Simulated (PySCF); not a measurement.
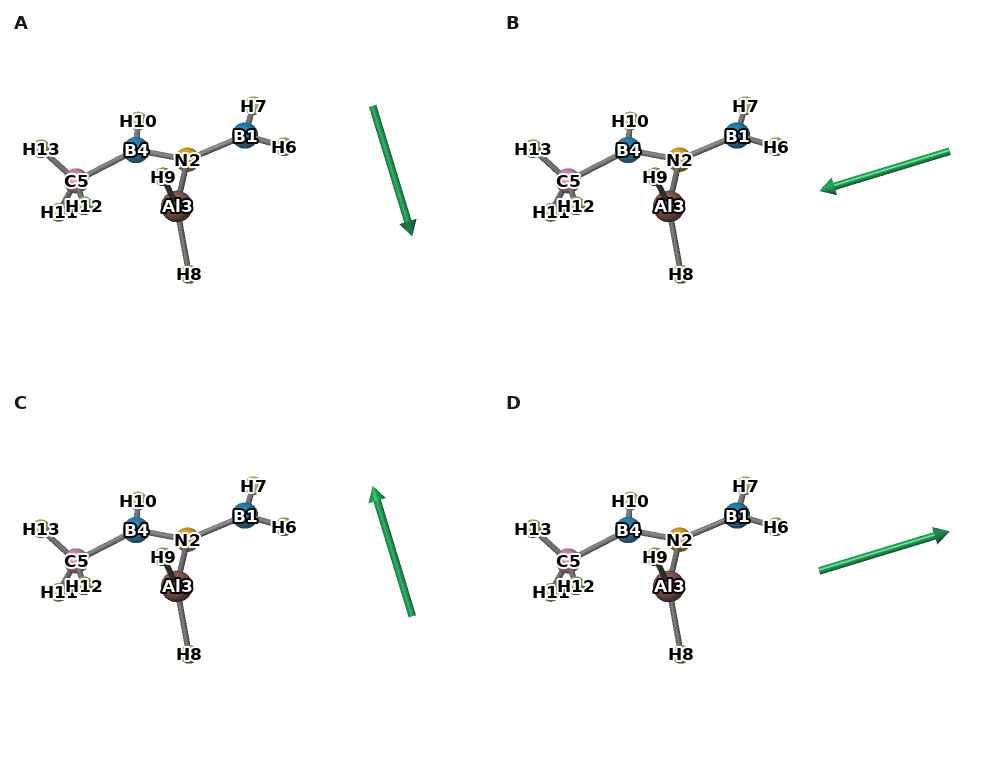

The same molecule four times, each with an arrow. The geometry was computed by an optimisation with GFN2-xTB. No frequency run is at hand to confirm it as a minimum. Level of theory: CAM-B3LYP/def2-SVPD, gas phase (PySCF 2.14.0).

Which arrow points along the dipole moment, from the negative to the positive end?

B. The dipole moment is 1.34 D; it points from the side of H6 to the side of H11, H13 (the outermost atoms at the two ends).

The geometry is semi-empirical. Around Al, B such bond lengths and angles can be off by a tenth of an ångström or more and by several degrees, and values that hang on the shape move with them.
